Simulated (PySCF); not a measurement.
# NMR shielding calculation of Si₃H₇OF

Si₃H₇OF, SMILES O[Si](F)([SiH3])[SiH3], computed with GIAO PBE0/pcSseg-2 NMR shielding, non-relativistic, gas phase (PySCF 2.14.0).

The geometry comes from this level: PBE0-D3(BJ)/def2-SVP. Figures and captions count atoms from 1; the log counts them from 0 in places.

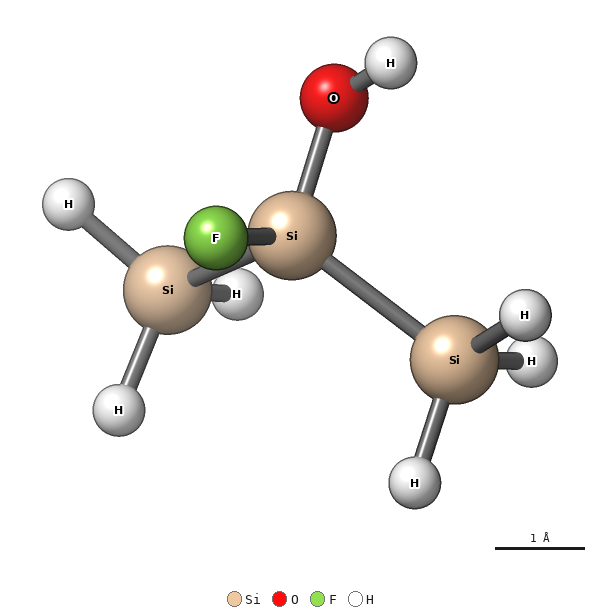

Figure 1. The structure as given in the input (ball-and-stick view, seen at a tilt).

### Results in brief

| quantity | value |
| --- | --- |
| outcome | converged |
| total energy | −1047.435223 hartree |
| HOMO | −7.73 eV |
| LUMO | −0.86 eV |
| dipole moment | 1.40 D |
| isotropic shielding, Si | 313.4 to 457.0 ppm |
| isotropic shielding, O | 245.2 ppm |
| isotropic shielding, F | 309.5 ppm |
| isotropic shielding, H | 27.6 to 28.7 ppm |
| hardware | 1 CPU thread, shared host |
| wall time | 43 s |
| peak memory | 1.1 GiB |

### The input
```
{"job": {"kind": "nmr", "xc": "PBE0", "basis": "pcSseg-2"}, "charge": 0, "multiplicity": 1}
Si     0.296257    -0.524878     0.356395
Si    -1.602643     0.707891     0.987953
Si     1.544282     0.372006    -1.409253
O     -0.106197    -2.070750    -0.097261
F      1.243743    -0.586265     1.689172
H     -2.294194     0.029310     2.129487
H     -1.220026     2.091859     1.403375
H     -2.553417     0.793492    -0.163655
H      2.028388     1.733495    -1.024793
H      0.668843     0.499688    -2.614522
H      2.714206    -0.500069    -1.728701
H     -0.680871    -2.573533     0.488813
```

The first line tells a small driver script what to run in PySCF; the rest is the geometry in Å.

Launched with:
```bash
OMP_NUM_THREADS=1 python <driver script> task.json out
```

### What the program printed
```
coarse grid: 11384 points
cycle   1  E = -1047.3006495877  dE =  6.081e-02  |g| = 8.762e-01  |ddm| = 2.531e+00
cycle   2  E = -1047.0574197098  dE =  2.432e-01  |g| = 1.463e+00  |ddm| = 1.188e+00
cycle   3  E = -1047.4286352604  dE = -3.712e-01  |g| = 7.037e-02  |ddm| = 8.452e-01
cycle   4  E = -1047.4293530242  dE = -7.178e-04  |g| = 4.701e-02  |ddm| = 7.385e-02
cycle   5  E = -1047.4296933451  dE = -3.403e-04  |g| = 1.299e-02  |ddm| = 2.656e-02
cycle   6  E = -1047.4297188100  dE = -2.546e-05  |g| = 1.943e-03  |ddm| = 7.913e-03
cycle   7  E = -1047.4297195703  dE = -7.603e-07  |g| = 3.973e-04  |ddm| = 1.982e-03
final grid: 96200 points
cycle   8  E = -1047.4352205473  dE = -5.427e-05  |g| = 4.013e-03  |ddm| = 1.848e-02
cycle   9  E = -1047.4352176194  dE =  2.928e-06  |g| = 5.457e-03  |ddm| = 4.241e-03
cycle  10  E = -1047.4352225436  dE = -4.924e-06  |g| = 7.384e-04  |ddm| = 2.780e-03
cycle  11  E = -1047.4352226290  dE = -8.537e-08  |g| = 1.150e-04  |ddm| = 3.957e-04
cycle  12  E = -1047.4352226311  dE = -2.075e-09  |g| = 5.088e-05  |ddm| = 1.219e-04
cycle  13  E = -1047.4352226315  dE = -4.688e-10  |g| = 1.435e-05  |ddm| = 3.315e-05
```

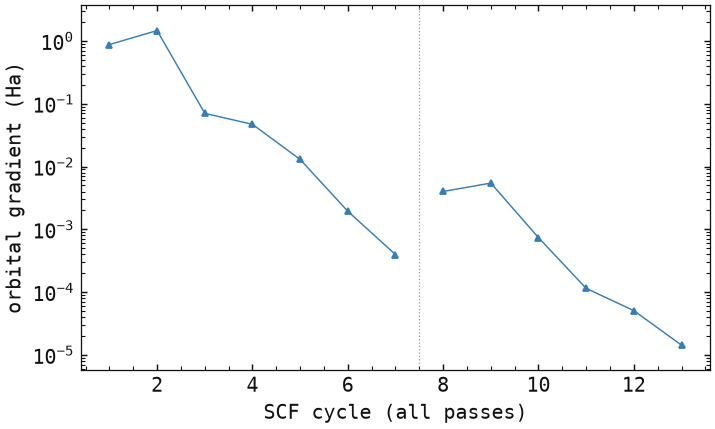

Figure 2. Convergence of the self-consistent field: orbital gradient against the SCF cycle. The dotted line marks the change from a coarse to the final integration grid. The first 7 cycles use a coarse grid, the final grid takes over at cycle 8, and the field converges after 13 cycles in all.

```
converged SCF energy = -1047.4352226315

GIAO shielding tensors (ppm)
atom      isotropic    diamagn.    paramagn.     s11        s22        s33       span
  0 Si     313.416     876.053    -562.636    281.137    310.727    348.386     67.249
  1 Si     457.028     880.591    -423.563    452.527    458.339    460.218      7.690
  2 Si     454.900     879.917    -425.017    451.730    456.071    456.900      5.170
  3 O      245.208     385.518    -140.309    174.726    253.411    307.487    132.761
  4 F      309.495     468.215    -158.720    217.029    305.965    405.490    188.461
  5 H       27.781      29.037      -1.256     24.921     25.793     32.628      7.706
  6 H       27.739      29.336      -1.597     24.851     25.890     32.477      7.626
  7 H       27.859      29.614      -1.755     25.115     26.007     32.455      7.341
  8 H       27.797      29.137      -1.339     24.974     25.986     32.432      7.458
  9 H       27.787      29.229      -1.442     24.972     26.006     32.382      7.409
 10 H       27.613      28.277      -0.664     24.595     25.574     32.669      8.074
 11 H       28.673      31.082      -2.409     22.094     24.006     39.919     17.825
```

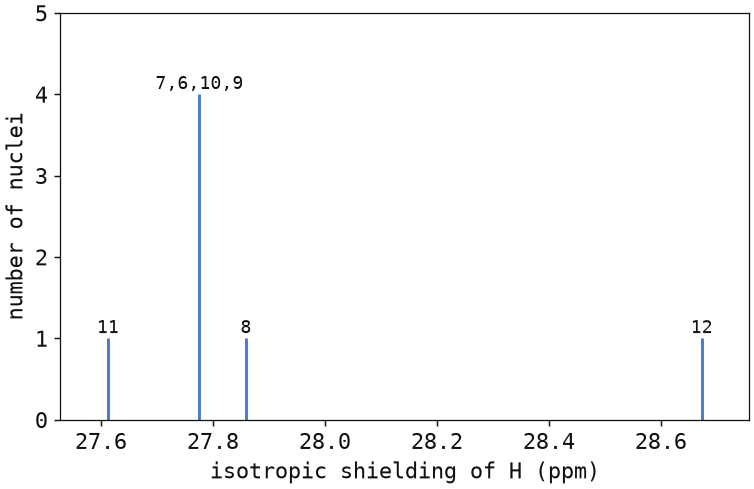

Figure 3. Isotropic shieldings of the hydrogen nuclei in this fixed geometry, labelled by atom number; shielding grows to the right, so chemical shift grows to the left. The least shielded is H11 (27.6 ppm), the most shielded H12 (28.7 ppm).

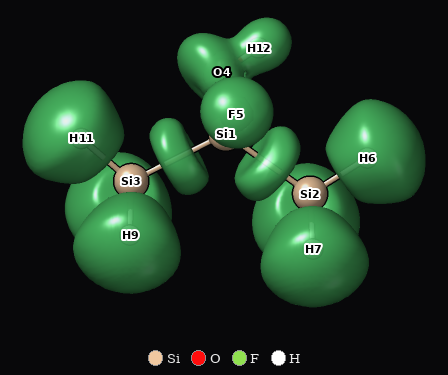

Figure 4. Isosurface of the electron localisation function at 0.75 (green), seen face on. Only the valence region is drawn (cores and ρ < 0.01 e/Å³ removed). Si–O (1.66 Å): the ELF peaks at about 0.85 between the atoms (a polar covalent bond).

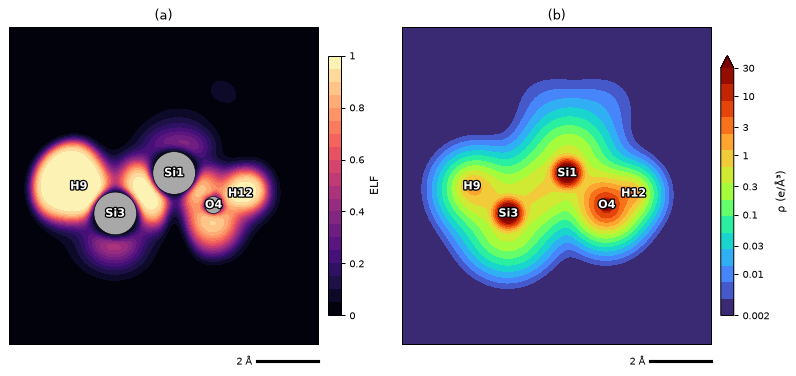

Figure 5. (a) electron localisation function; (b) electron density on the plane of atoms Si3, Si1 and O4. Grey discs, where drawn, cover atomic cores. Atoms in the plane: Si, O and H. Si–H (1.50 Å): ρ at the midpoint is about 0.8 e/Å³; the ELF climbs to about 1 towards the hydrogen.

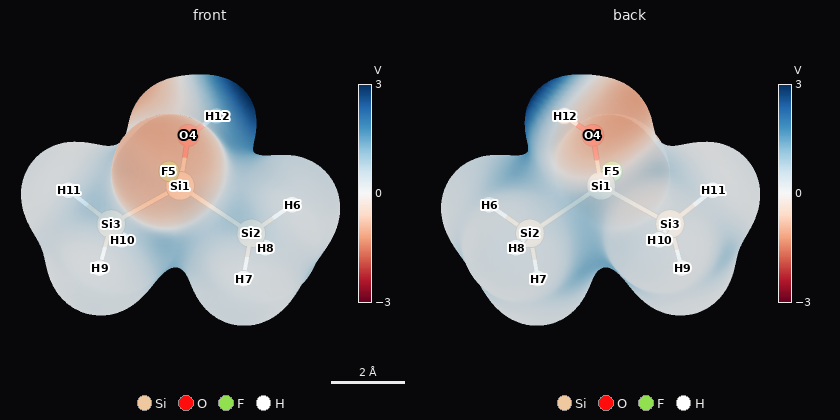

Figure 6. The electrostatic potential painted on the density surface at 0.002 e/bohr³, seen at a tilt and from behind; red is negative and blue positive. A positive charge is drawn to the negative regions and a negative charge to the positive ones. Its dipole moment is 1.40 D.
